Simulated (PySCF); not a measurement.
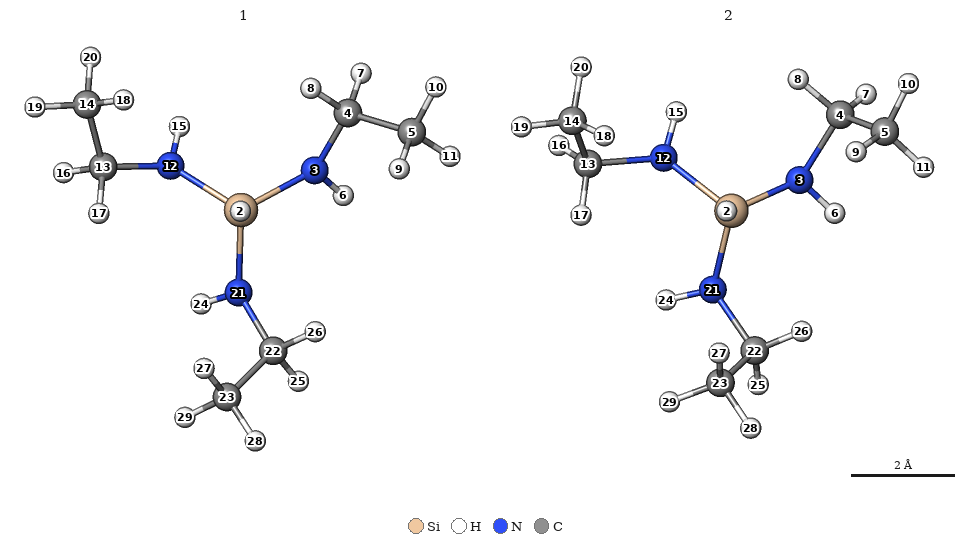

Two geometries of C6H19N3Si, drawn at one scale. One is the start of a relaxation, the other its converged end. The picture is a ball-and-stick view, seen face on.

The calculation used PySCF, PBE0-D3(BJ)/def2-SVP geometry optimisation, gas phase. 

Which geometry has the lower energy?

Answer. Structure 1 is the relaxed one. The start comes from GFN2-xTB. Its atoms were then displaced at random by about 0.03 Å. An H atom moves most after the best rigid fit: 0.73 Å. Largest moves by element: H 0.73 Å, C 0.36 Å, N 0.23 Å, Si 0.12 Å. Near-neighbour distances that change, for instance: C–N 1.582 → 1.443 Å, N–Si 1.617 → 1.726 Å, C–N 1.527 → 1.443 Å, C–H 1.030 → 1.104 Å. Among the angles between lasting bonds that change: H–C–H 116.0° → 105.1°, H–C–H 98.0° → 108.4°, H–Si–N 118.8° → 109.2°. Groups turn about N–Si by about 25°, N–Si by about 20°. After 15 geometry steps the energy has fallen by 197.5 kJ/mol. Cost: 3.8 min on 2 threads of Intel(R) Xeon(R) 6975P-C (shared host).
